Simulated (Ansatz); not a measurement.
AlNH5OCl: several calculations on one system

Part 1: Relaxation

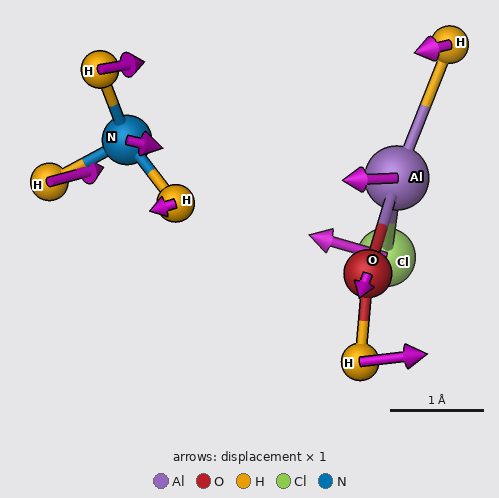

A relaxation of AlNH$_{5}$OCl. The starting structure is drawn; purple arrows show the displacements, at their true length. The two geometries are superimposed by the best rigid fit.

A ball-and-stick model, seen at a tilt.

The run prepares an end point of a later path (reaction) calculation, from a guessed geometry.

These are results of RKS PBE0/def2-SVP (Ansatz 0.2.0), not measurements.

Input file:
```yaml
crystal:
  periodic: [false, false, false]
  atoms:
    - { symbol: Al, position_ang: [-0.042513, -0.39177, -0.010748] }
    - { symbol: O, position_ang: [-0.230892, -0.336931, 1.730936] }
    - { symbol: H, position_ang: [-1.086574, -0.499078, 2.137198] }
    - { symbol: H, position_ang: [1.38984, -0.575518, -0.615411] }
    - { symbol: Cl, position_ang: [-1.780966, -0.518151, -1.194495] }
    - { symbol: "N", position_ang: [0.168393, 2.537314, 0.979011] }
    - { symbol: H, position_ang: [1.048947, 3.0184, 1.143793] }
    - { symbol: H, position_ang: [-0.577701, 3.228379, 1.007709] }
    - { symbol: H, position_ang: [0.028665, 1.862855, 1.756306] }
basis:
  gaussian: { orbitals: def2-SVP }
hamiltonian:
  xc: pbe0
relax:
  f_tol: 0.03
  max_steps: 50
output:
  orbitals: {}
```

Command:
```bash
ansatz run input.yaml --threads 2 --pin off --max-ram 3072MiB --backend cpu --events-out ev --progress --plain --runs-dir out
```

Describe the change and its energy.

Answer. Over 14 accepted moves (15 points after the start) the energy falls by 107.1 kJ/mol. The largest force component goes from 1.1 to 0.02 eV/Å. The line search rejected the trial step at point 11 of the run. The atom that moves furthest after the best rigid fit is Cl5 (0.89 Å). By element the largest moves are Cl 0.89 Å, H 0.81 Å, Al 0.67 Å, N 0.43 Å, O 0.30 Å. Near-neighbour distances that change, for instance: Al1–N6 3.099 → 2.026 Å, Al1–Cl5 2.107 → 2.152 Å, Al1–H4 1.566 → 1.589 Å, Al1–O2 1.753 → 1.731 Å. New bonds form, among them: Al1–N6 (3.10 → 2.03 Å). Among the angles between lasting bonds that change: H4–Al1–Cl5 122.1° → 115.4°, Al1–O2–H3 120.7° → 125.3°. Groups turn about Al1–O2 by about 70°. Cost: 39 s on 2 threads of Arm Neoverse V1, on a shared host, peak memory 0.17 GiB.

Limits of the set-up: the start holds two separate molecules, 2.2 Å apart at their closest, whose relative position is a soft coordinate and is computed without a dispersion correction.

Part 2: Relaxation

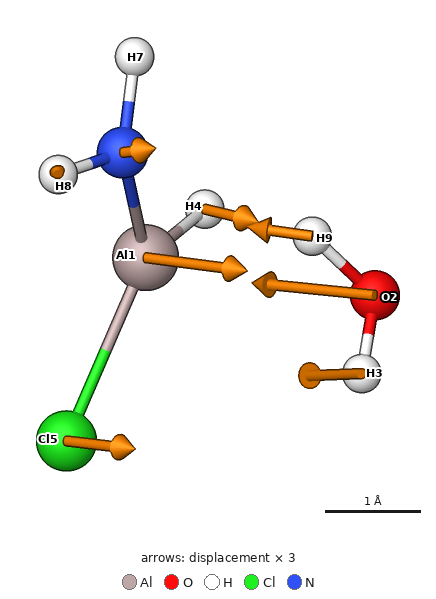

This is a relaxation of AlNH$_{5}$OCl. The starting structure is drawn; orange arrows show the displacements, 3 times their true length. The two geometries are superimposed by the best rigid fit.

A ball-and-stick model, seen from a free direction.

The run prepares an end point of a later path (reaction) calculation, from a guessed geometry.

All numbers below come from RKS PBE0/def2-SVP in Ansatz.

Input
```yaml
crystal:
  periodic: [false, false, false]
  atoms:
    - { symbol: Al, position_ang: [0.136357, 0.557552, -0.381435] }
    - { symbol: O, position_ang: [-0.179607, -0.163134, 2.474991] }
    - { symbol: H, position_ang: [-1.12204, -0.326553, 2.610063] }
    - { symbol: H, position_ang: [1.445805, -0.216102, -0.764541] }
    - { symbol: Cl, position_ang: [-1.770939, -0.03929, -1.061877] }
    - { symbol: "N", position_ang: [0.154097, 2.182394, 0.542629] }
    - { symbol: H, position_ang: [1.016087, 2.699516, 0.703545] }
    - { symbol: H, position_ang: [-0.635245, 2.820556, 0.498379] }
    - { symbol: H, position_ang: [-0.127316, 0.810561, 2.312545] }
basis:
  gaussian: { orbitals: def2-SVP }
hamiltonian:
  xc: pbe0
relax:
  f_tol: 0.03
  max_steps: 50
```

Run as
```bash
ansatz run input.yaml --threads 2 --pin off --max-ram 3072MiB --backend cpu --events-out ev --progress --plain --runs-dir out
```

Describe the change and its energy.

Answer. The atom that moves furthest after the best rigid fit is O2 (0.53 Å). By element the largest moves are O 0.53 Å, Al 0.44 Å, H 0.44 Å, Cl 0.34 Å, N 0.16 Å. Near-neighbour distances that change, for instance: Al1–O2 2.963 → 1.988 Å, Al1–H9 2.719 → 2.134 Å, Al1–Cl5 2.111 → 2.142 Å, Al1–N6 1.869 → 1.840 Å. New bonds form, among them: Al1–O2 (2.96 → 1.99 Å). Bond angles that change, for instance: H3–O2–H9 104.0° → 108.6°, H4–Al1–Cl5 122.4° → 119.6°, H7–N6–H8 110.2° → 107.4°. After 10 geometry steps the energy has fallen by 0.733 eV. The largest force component goes from 1.3 to 0.014 eV/Å.

Limits of the set-up: the start holds two separate molecules, 2.3 Å apart at their closest, whose relative position is a soft coordinate and is computed without a dispersion correction.

Part 3: Path

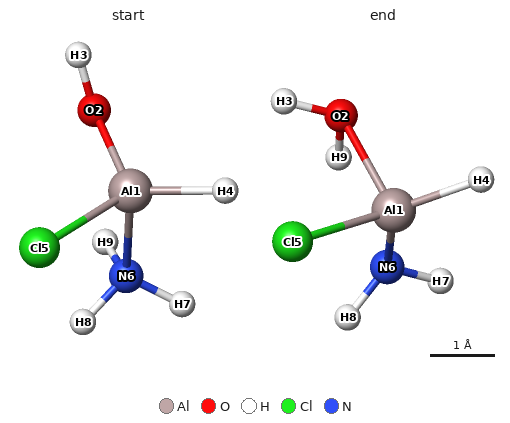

The two relaxed end points of a path for AlNH₅OCl. Style: ball-and-stick. Shown from a free direction.

All numbers below come from Ansatz, RKS PBE0/def2-SVP.

Set-up: 7 movable images; climbing image; force threshold 0.05 eV/Å; iteration limit 60.

Start:
```xyz
9

Al   -0.0548    0.1835    0.3227
O    -0.4519   -0.3078    1.9344
H    -0.7487   -1.1818    2.1890
H     1.3360   -0.2314   -0.3244
Cl   -1.6956    0.3747   -1.0569
N     0.1307    2.1243    0.8725
H     1.0442    2.5496    0.7132
H    -0.5793    2.6919    0.4065
H    -0.0634    2.1224    1.8772
```

End:
```xyz
9

Al    0.1288    0.4658    0.0580
O    -0.2180   -0.0626    1.9430
H    -1.0995   -0.4176    2.1233
H     1.4393   -0.2594   -0.4409
Cl   -1.7577   -0.0321   -0.8262
N     0.1719    2.1777    0.7316
H     1.0453    2.6979    0.7692
H    -0.5612    2.8314    0.4653
H    -0.2317    0.9244    2.1109
```

> Predict the minimum-energy path and its barrier.

The energy climbs by 0.91 eV to image 6 and then falls by 0.04 eV, so the end point sits at +0.87 eV. A hydrogen atom shifts from one atom to another. Breaking: N6–H9 (1.02 → 1.47 at the top → 1.91 Å). Forming: O2–H9 (2.46 → 1.12 at the top → 1.00 Å). The band converged in 13 iterations. The largest component of the band force went from 14 to 0.041 eV/Å. The climbing image converged on the top of the path. Its vibrational analysis gives one imaginary mode (640i cm⁻¹), as a transition state must have.

Energies of the converged images:

| image | path (Å) | E (eV) |
| --- | --- | --- |
| 0 | 0.00 | 0.000 |
| 1 | 0.29 | 0.012 |
| 2 | 0.58 | 0.052 |
| 3 | 0.87 | 0.124 |
| 4 | 1.16 | 0.271 |
| 5 | 1.45 | 0.657 |
| 6 | 1.75 | 0.909 |
| 7 | 1.99 | 0.879 |
| 8 | 2.23 | 0.868 |

The geometry at the top of the path:

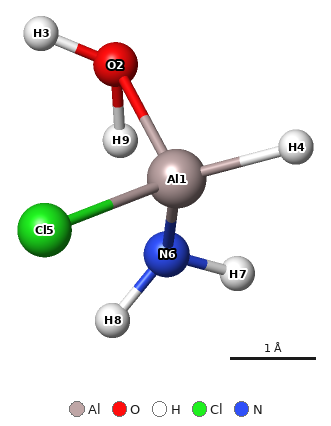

Cost: 3.2 min on 2 threads of Arm Neoverse V1, with other jobs on the host, peak memory 0.18 GiB.
